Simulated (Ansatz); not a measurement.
# B3LYP/6-31G(d) (Cartesian functions) run of C2H4ClF (1-chloro-2-fluoroethane)

What is the vertical electron affinity of C2H4ClF (1-chloro-2-fluoroethane) at B3LYP/6-31G* (Cartesian functions)? 

Program for the calculation: Ansatz 0.2.0.

37 further runs of the same task are left out: 37 set aside as unsound or not needed.

### Step 1. Starting point

C2H4ClF has 8 atoms, charge 0, and is taken as a singlet. SMILES: `FCCCl`. The shape is that of a PBE0-D4/def2-TZVP optimisation. This is one conformer, not always the lowest.

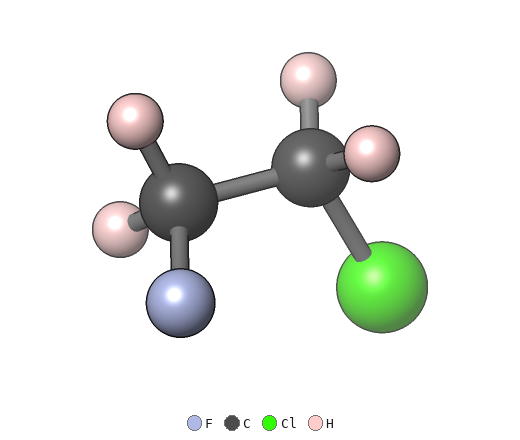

Viewed from a chosen angle; fluorine light blue, carbon dark grey, chlorine green, hydrogen pink.

### Step 2. A single-point energy at B3LYP/6-31G(d) (Cartesian functions)

run.yaml reads:

```yaml
crystal:
  periodic: [false, false, false]
  atoms:
    - symbol: F
      position_ang: [-1.336980, 0.498150, 1.030500]
    - symbol: C
      position_ang: [-0.143560, 0.671020, 0.368890]
    - symbol: C
      position_ang: [0.300450, -0.609920, -0.275720]
    - symbol: Cl
      position_ang: [-0.759330, -1.087620, -1.620890]
    - symbol: H
      position_ang: [-0.273910, 1.462220, -0.374180]
    - symbol: H
      position_ang: [0.609620, 0.981160, 1.102570]
    - symbol: H
      position_ang: [0.296790, -1.425630, 0.446820]
    - symbol: H
      position_ang: [1.306920, -0.489380, -0.677980]
basis:
  gaussian:
    orbitals: "6-31G*"
output: {orbitals: {seedname: orbitals}}
accuracy: high
hamiltonian:
  xc: {name: B3LYP}
```

Run with:

```bash
$ ansatz run run.yaml --threads 1 --pin off --max-ram 3480MiB --events-out events.jsonl --progress --plain --runs-dir runs
```

Standard output:

```text
Warning: RAYON_NUM_THREADS=1 ignored (pool sized by the plan → 1); use --threads N
Functional definition: B3LYP
  name "B3LYP"
  parameter a0 = 0.2
  parameter ax = 0.72
  parameter ac = 0.81
  exchange = (1 - a0 - ax)*slater_x + ax*b88_x + a0*exact_x
  correlation = (1 - ac)*vwn_rpa_c + ac*lyp_c
1629 factors; integrals over basis functions are off by at most 3.7e-9 eV
mean field evaluation 1: about -17376.2185 eV, gradient 3.2e1 eV
mean field evaluation 2: about -17375.8790 eV, gradient 3.4e1 eV
mean field evaluation 4: about -17378.3752 eV, gradient 1.0e0 eV
mean field evaluation 8: about -17378.4854 eV, gradient 2.2e-1 eV
mean field evaluation 16: about -17378.4854 eV, gradient 3.8e-6 eV
mean field -17378.48543915 eV, -638.6475603283 hartree, gradient 2.0e-8 eV, S^2 0.000000; 0 other end points of the search recorded, 0 dependent functions left out
reference -17378.48547057 eV, -638.6475614829 hartree; 21, 21 occupied and 51, 51 virtual orbitals, 1629 factors
Total energy: -17378.48547057 eV, -638.6475614829 hartree
```

It took 5.7 s on 1 thread of Arm Neoverse V1, shared host; peak memory 0.22 GiB.

### Step 3. The doublet anion, same level

in.yaml reads:

```yaml
crystal:
  periodic: [false, false, false]
  atoms:
    - {symbol: F, position_ang: [-1.336980, 0.498150, 1.030500]}
    - {symbol: C, position_ang: [-0.143560, 0.671020, 0.368890]}
    - {symbol: C, position_ang: [0.300450, -0.609920, -0.275720]}
    - {symbol: Cl, position_ang: [-0.759330, -1.087620, -1.620890]}
    - {symbol: H, position_ang: [-0.273910, 1.462220, -0.374180]}
    - {symbol: H, position_ang: [0.609620, 0.981160, 1.102570]}
    - {symbol: H, position_ang: [0.296790, -1.425630, 0.446820]}
    - {symbol: H, position_ang: [1.306920, -0.489380, -0.677980]}
basis:
  gaussian:
    orbitals: "6-31G*"
total_charge: -1
magnetization:
  spin_polarized: true
  initial_magnetization: 1
hamiltonian:
  xc: {name: B3LYP}
accuracy: high
output:
  orbitals: {seedname: orbitals}
```

Run with:

```bash
$ ansatz run in.yaml --threads 1 --pin off --max-ram 3480MiB --events-out events.jsonl --progress --plain --runs-dir runs
```

Standard output (excerpt; [...] marks lines left out):

```text
Warning: RAYON_NUM_THREADS=1 ignored (pool sized by the plan → 1); use --threads N
[... 7 set-up lines as earlier in the session ...]
1629 factors; integrals over basis functions are off by at most 3.7e-9 eV
mean field evaluation 1: about -17373.3101 eV, gradient 2.0e1 eV
mean field evaluation 2: about -17372.0559 eV, gradient 2.7e1 eV
mean field evaluation 4: about -17375.0497 eV, gradient 6.3e-1 eV
mean field evaluation 8: about -17375.1828 eV, gradient 1.6e-1 eV
mean field evaluation 16: about -17375.1830 eV, gradient 1.2e-3 eV
mean field evaluation 32: about -17375.1830 eV, gradient 8.7e-8 eV
mean field -17375.18296138 eV, -638.5261965086 hartree, gradient 8.7e-8 eV, S^2 0.751732; 2 other end points of the search recorded, 0 dependent functions left out
reference -17375.18299476 eV, -638.5261977354 hartree; 22, 21 occupied and 50, 51 virtual orbitals, 1629 factors
Total energy: -17375.18299476 eV, -638.5261977354 hartree
```

Run time: 14 s. Hardware: 1 thread of Arm Neoverse V1, shared host; peak memory 0.32 GiB.

### Step 4. Outcome

Level: B3LYP/6-31G* (Cartesian functions).

| quantity | value |
| --- | --- |
| singlet C2H4ClF: total energy | -638.64756 Eh |
| singlet C2H4ClF: HOMO energy | -8.18 eV |
| singlet C2H4ClF: LUMO energy | 0.81 eV |
| singlet C2H4ClF: HOMO–LUMO gap | 8.98 eV |
| doublet anion: total energy | -638.52620 Eh |
| doublet anion: HOMO energy (highest over α and β) | 5.76 eV |
| doublet anion: LUMO energy (lowest over α and β) | 7.82 eV |
| doublet anion: ⟨S²⟩ | 0.752 |
| vertical electron affinity (to the doublet anion) | -3.302 eV |

In words: The anion lies 3.30 eV (76 kcal/mol) above the neutral: the electron isn't bound at this level, and such a value depends on the basis. Without diffuse functions anions come out too high. The HOMO (doublet anion) lies at positive energy, 5.76 eV; only total energies tell whether the electron is bound.
